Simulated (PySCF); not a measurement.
SMILES B[SiH2][Si](C)(C)C (C3H13BSi2) at its GFN2-xTB optimised geometry (Å):

```
19

B      2.4903     0.2345     1.6822
Si     1.8541    -0.4791     0.0000
Si    -0.5026    -0.4791     0.0000
C     -1.1897     1.3069     0.0000
C     -1.1906    -1.3497     1.5593
C     -1.2222    -1.3770    -1.5276
H      2.6387     1.3854     1.8454
H      2.6562    -0.4503     2.6185
H      2.2762    -1.8591    -0.3170
H      2.2724     0.2551    -1.2121
H     -0.8645     1.8526     0.8813
H     -2.2762     1.3226    -0.0106
H     -0.8470     1.8591    -0.8700
H     -0.8645    -0.8467     2.4657
H     -2.2770    -1.3658     1.5682
H     -0.8492    -2.3791     1.6176
H     -0.8932    -0.9045    -2.4482
H     -0.8978    -2.4127    -1.5602
H     -2.3091    -1.3729    -1.5260
```

Method: CAM-B3LYP/def2-SVP (PySCF). Cells within 0.4 Å of a nucleus heavier than hydrogen are left out (blank, or x).

Map of the electrostatic potential (hartree/e), clipped to [-0.08, 0.12] on the plane z = 0.0 Å:

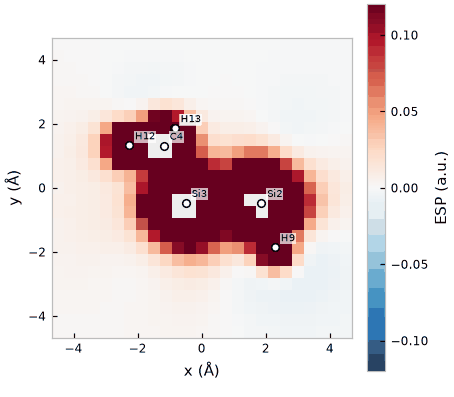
Figure. Electrostatic potential (hartree/e), clipped to [-0.08, 0.12] on the plane z = 0.0 Å.
